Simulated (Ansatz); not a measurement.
## Electronic structure of ClF2H2O2Ta···HBr in real space

```xyz
10

Ta   -0.1350   -0.1956    0.1163
O     1.8320   -0.1488    0.0309
H     2.3095   -0.1927    0.8498
F     0.1654   -0.1934    1.9937
O    -0.2429   -0.2417   -1.7352
H    -0.1946   -0.2091   -2.6748
Cl   -1.5595    1.6264    0.3793
F    -0.9654   -1.8447    0.3079
Br    1.6767    2.7577   -1.5860
H     2.4725    1.5524   -1.2264
```

Core potentials replace the inner electrons of Ta; not at a stationary point (largest force 1.9 eV/Å).

Computed with RHF/def2-SVP in Ansatz.

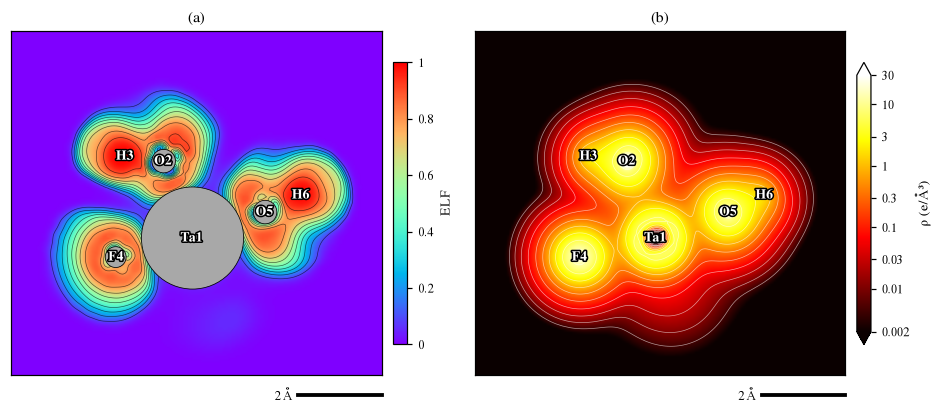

Figure 1. (a) ELF; (b) electron density on the plane of atoms O2, Ta1 and H3. Grey discs cover the atomic cores in the ELF map.

Describe what can be read from this map.

Atoms in the plane: Ta, O, H and F. Ta–O (1.86 Å): ρ is about 1 e/Å³ halfway; the ELF peaks at about 0.85 in the valence shell of O, 0.5 Å from its nucleus, and drops to about 0.20 between the two atoms. O–H (0.94 Å): the density is about 3.9 e/Å³ at the midpoint; the ELF climbs to about 1 towards the hydrogen, as it does in any bond to H (an ordinary covalent bond to hydrogen). Ta–F (1.90 Å): ρ is about 0.93 e/Å³ halfway; the ELF peaks at about 0.85 in the valence shell of F, 0.5 Å from its nucleus, and drops to about 0.25 between the two atoms. Ta–O (1.97 Å): ρ is about 0.88 e/Å³ halfway; the ELF peaks at about 0.85 in the valence shell of O, 0.7 Å from its nucleus, and is about 0.25 at the midpoint.

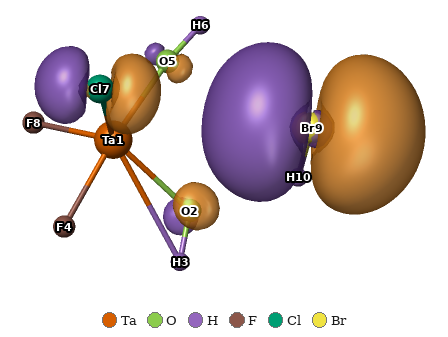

Figure 2. The HOMO at ±0.08 Å⁻³ᐟ² (orange and purple are the two phases), seen at a tilt.

Describe this orbital and give its energy.

It lies mainly on Br9 (about 90 %); largely a lone pair of Br9. Its energy is −11.70 eV.

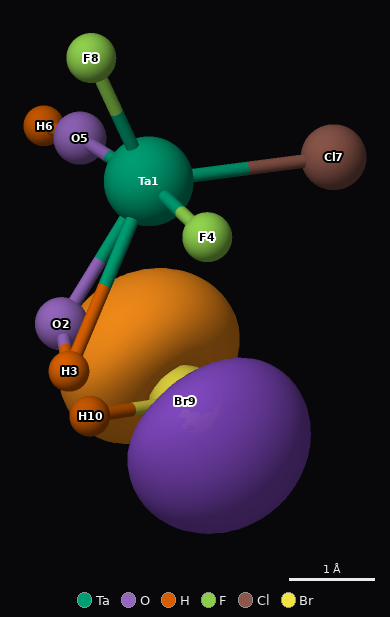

Figure 3. The HOMO−1 at ±0.15 Å⁻³ᐟ² (orange and purple are the two phases), seen at an oblique angle.

What is the character of this orbital?

Its weight (Hirshfeld) is mainly on Br9 (about 95 %); largely a lone pair of Br9. Its energy is −11.77 eV.
